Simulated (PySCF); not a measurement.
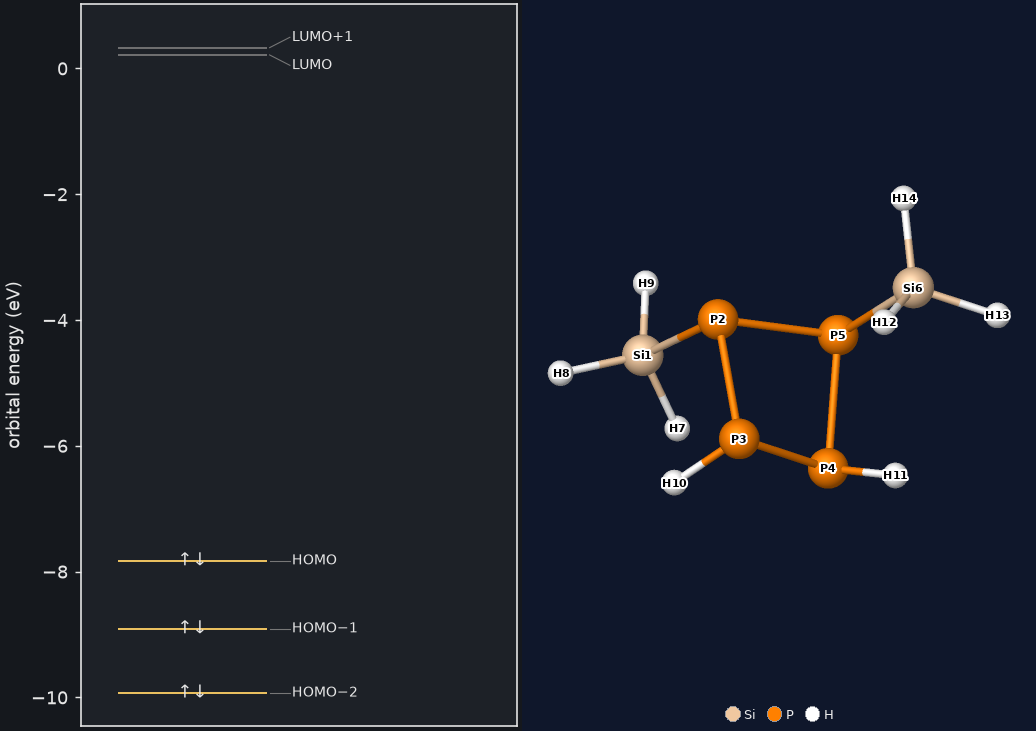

Si₂P₄H₈, SMILES [SiH3]P1PPP1[SiH3]. Kohn-Sham orbital energies near the frontier, ωB97X-D/def2-SVPD in PySCF 2.14.0, at a GFN2-xTB geometry (no frequency check), isolated molecule; empty levels in grey, levels within 0.03 eV side by side.

Q: Where do the frontier orbitals lie?

A: HOMO at −7.83 eV, LUMO at 0.21 eV, 8.04 eV apart.

Q: How far below the HOMO does the next level lie?

A: 1.08 eV.

Note: the tight-binding geometry is rougher than a DFT one and adds to the error; empty levels above zero depend strongly on the basis.
